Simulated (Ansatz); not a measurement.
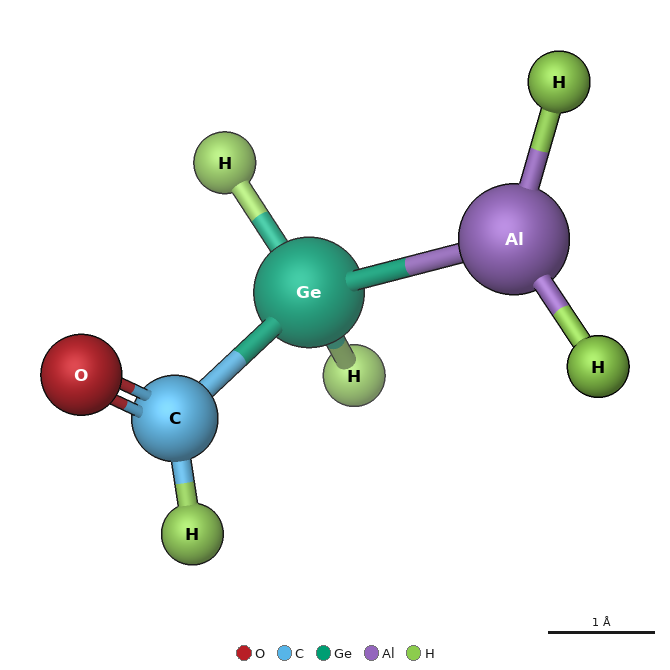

Distant atoms are faded towards the background colour. The computed structure is the end point of a PBE0-D4/def2-TZVP optimisation. No frequency run is at hand to confirm it as a minimum. Masses are those of the most abundant isotopes; constants are for the rigid equilibrium geometry.

Classify the rotor and give the rotational constants (GHz).

An asymmetric top (C1): A = 5.65, B = 1.98, C = 1.59 GHz. Ray's parameter κ is −0.81, nearer the prolate limit.
